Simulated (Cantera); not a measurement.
Input: 1 mol C2F6, at 39.0 Pa.

These are equilibrium values from Cantera (NASA tables, ideal gas, pure condensed phases), not measurements of a reactor. Candidate condensed phases: C; 13 gas species. The feed counts by its element totals alone. Condensed phases not in the tables: fluorocarbon polymer. Gases not in the tables: C2F6 and larger saturated fluorocarbons. Rates play no part.

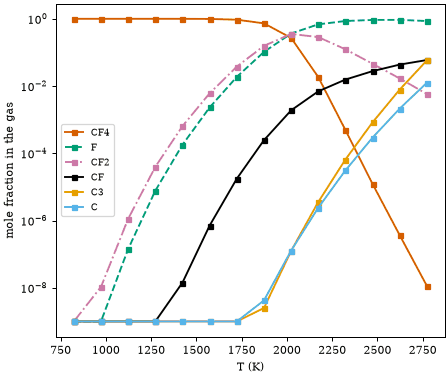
*Equilibrium gas composition (values under 1e-9 drawn at 1e-9)*

From 823 K to 2773 K the condensed part is C(graphite). The main C-bearing gas is CF4 at 823 K and C3 at 2773 K. The share of C in condensed phases is highest at 2473 K (78.0 %) and lowest at 2023 K (12.7 %).
